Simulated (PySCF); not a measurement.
## GaBr: single-point calculation

GaBr, computed with wB97M-V/aug-cc-pVTZ, RKS (PySCF 2.14.0).

The geometry comes from this level: PBE0-D4/def2-TZVP.

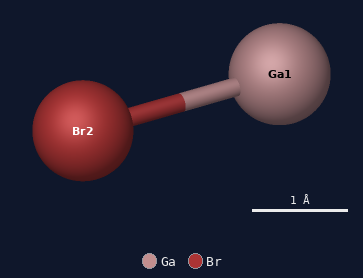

*The input geometry (ball-and-stick view, seen at a tilt; atoms are numbered from 1 in the order of the input). Sticks mark near contacts.*

Bond lengths as drawn: Br–Ga 2.37 Å.

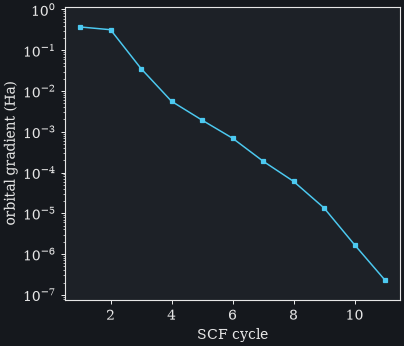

*Convergence of the self-consistent field: orbital gradient against the SCF cycle.*

The residual falls at every step.

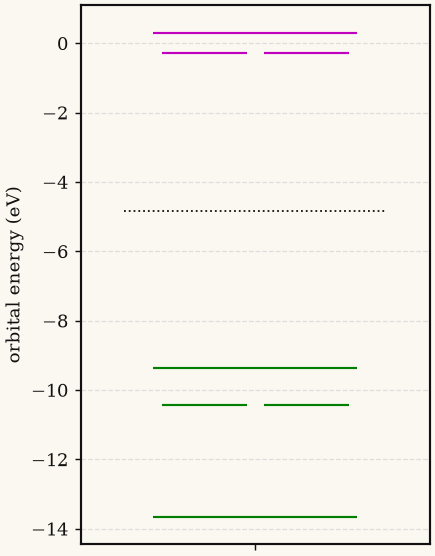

*Orbital energies near the frontier; the dotted line parts filled from empty levels, and levels within 0.02 eV of each other stand side by side.*

Highest filled −9.37 eV, lowest empty −0.29 eV, 9.08 eV apart.

These pictures come from the run below.

Input file (job.py)
```python
# GaBr
from pyscf import gto, dft

molecule = gto.M(
    atom=[
    ('Ga', (-0.000000, -0.000000, 0.013830)),
    ('Br', (0.000000, 0.000000, 2.388120)),
],
    verbose=4,
    max_memory=1860,
    basis='aug-cc-pvtz',
    spin=0,
)

mf = dft.RKS(molecule)
mf.xc = 'wb97m-v'
mf.grids.level = 5
mf.nlcgrids.level = 1
mf.conv_tol = 1e-10
mf.kernel()
if not mf.converged:
    mf = mf.newton().run(mf.mo_coeff, mf.mo_occ)

e_tot = mf.e_tot
print('Final energy', e_tot)
```

Launched with:
```bash
OMP_NUM_THREADS=1 python job.py
```

The program's output
```
PySCF version 2.14.0

[INPUT] num. atoms = 2
[INPUT] num. electrons = 66
[INPUT] charge = 0
[INPUT] spin (= nelec alpha-beta = 2S) = 0
[INPUT] symmetry False subgroup None
[INPUT] Mole.unit = angstrom
[INPUT] Symbol           X                Y                Z      unit          X                Y                Z       unit  Magmom
[INPUT]  1 Ga     0.000000000000   0.000000000000   0.013830000000 AA    0.000000000000   0.000000000000   0.026134912303 Bohr   0.0
[INPUT]  2 Br     0.000000000000   0.000000000000   2.388120000000 AA    0.000000000000   0.000000000000   4.512892752596 Bohr   0.0

nuclear repulsion = 241.822723360752
number of shells = 28
number of NR pGTOs = 254
number of NR cGTOs = 118
basis = aug-cc-pvtz
ecp = {}

******** <class 'pyscf.dft.rks.RKS'> ********
method = RKS
initial guess = minao
damping factor = 0
level_shift factor = 0
DIIS = <class 'pyscf.scf.diis.CDIIS'>
diis_start_cycle = 1
diis_space = 8
diis_damp = 0
SCF conv_tol = 1e-10
SCF conv_tol_grad = None
SCF max_cycles = 50
direct_scf = True
direct_scf_tol = 1e-13
XC library pyscf.dft.libxc version 7.0.0
    S. Lehtola, C. Steigemann, M. J.T. Oliveira, and M. A.L. Marques.,  SoftwareX 7, 1–5 (2018)
XC functionals = wb97m-v
radial grids:
    Treutler-Ahlrichs [JCP 102, 346 (1995); DOI:10.1063/1.469408] (M4) radial grids

becke partition: Becke, JCP 88, 2547 (1988); DOI:10.1063/1.454033
pruning grids: <function nwchem_prune>
grids dens level: 5
symmetrized grids: False
atomic radii adjust function: <function treutler_atomic_radii_adjust>
** Following is NLC and NLC Grids **
NLC functional = wb97m-v
radial grids:
    Treutler-Ahlrichs [JCP 102, 346 (1995); DOI:10.1063/1.469408] (M4) radial grids

becke partition: Becke, JCP 88, 2547 (1988); DOI:10.1063/1.454033
pruning grids: <function nwchem_prune>
grids dens level: 1
symmetrized grids: False
atomic radii adjust function: <function treutler_atomic_radii_adjust>
small_rho_cutoff = 0
Set gradient conv threshold to 1e-05
Initial guess from minao.
tot grids = 90016
tot grids = 14752
init E= -4497.30075179505
  HOMO = -0.278269614408885  LUMO = -0.0198680299751508  gap/eV = 7.03147
cycle= 1 E= -4498.87512300885  delta_E= -1.57  |g|= 0.373  |ddm|= 1.38
  HOMO = -0.328216860316492  LUMO = -0.0366393793087872  gap/eV = 7.93423
cycle= 2 E= -4498.89650855635  delta_E= -0.0214  |g|= 0.319  |ddm|= 0.836
  HOMO = -0.34443998998325  LUMO = -0.0149077511315977  gap/eV = 8.96703
cycle= 3 E= -4498.91576281943  delta_E= -0.0193  |g|= 0.0355  |ddm|= 0.355
  HOMO = -0.344264923892462  LUMO = -0.01179911413009  gap/eV = 9.04686
cycle= 4 E= -4498.91590850299  delta_E= -0.000146  |g|= 0.00559  |ddm|= 0.0345
  HOMO = -0.344384375882678  LUMO = -0.0107244921430279  gap/eV = 9.07935
cycle= 5 E= -4498.91593211467  delta_E= -2.36e-05  |g|= 0.00193  |ddm|= 0.0161
  HOMO = -0.344167299256055  LUMO = -0.0107393302403739  gap/eV = 9.07304
cycle= 6 E= -4498.91593393403  delta_E= -1.82e-06  |g|= 0.000695  |ddm|= 0.00434
  HOMO = -0.344251481844393  LUMO = -0.0107711032840983  gap/eV = 9.07446
cycle= 7 E= -4498.91593419926  delta_E= -2.65e-07  |g|= 0.00019  |ddm|= 0.00151
  HOMO = -0.344250407221564  LUMO = -0.0107891287097509  gap/eV = 9.07394
cycle= 8 E= -4498.91593422559  delta_E= -2.63e-08  |g|= 6.07e-05  |ddm|= 0.000436
  HOMO = -0.344243331123264  LUMO = -0.0107847005736284  gap/eV = 9.07387
cycle= 9 E= -4498.91593422962  delta_E= -4.03e-09  |g|= 1.35e-05  |ddm|= 0.000156
  HOMO = -0.344242461603062  LUMO = -0.0107854451616698  gap/eV = 9.07383
cycle= 10 E= -4498.91593422986  delta_E= -2.38e-10  |g|= 1.69e-06  |ddm|= 4.12e-05
  HOMO = -0.344242411277476  LUMO = -0.0107855544392044  gap/eV = 9.07382
cycle= 11 E= -4498.91593422986  delta_E= 1.82e-12  |g|= 2.28e-07  |ddm|= 5.76e-06
  HOMO = -0.344242385248109  LUMO = -0.0107855264112268  gap/eV = 9.07382
Extra cycle  E= -4498.91593422986  delta_E= 9.09e-13  |g|= 1.37e-07  |ddm|= 6.84e-07
converged SCF energy = -4498.91593422986
Final energy -4498.91593422986
```

Summary

```csv
quantity,value
outcome,converged
total energy,−4498.915934 hartree
basis functions,118
HOMO,−9.37 eV
LUMO,−0.29 eV
dipole moment,2.64 D
hardware,"1 thread of Arm Neoverse V2, 24 GiB of memory available, shared host"
wall time,77 s
peak memory,0.66 GiB
```
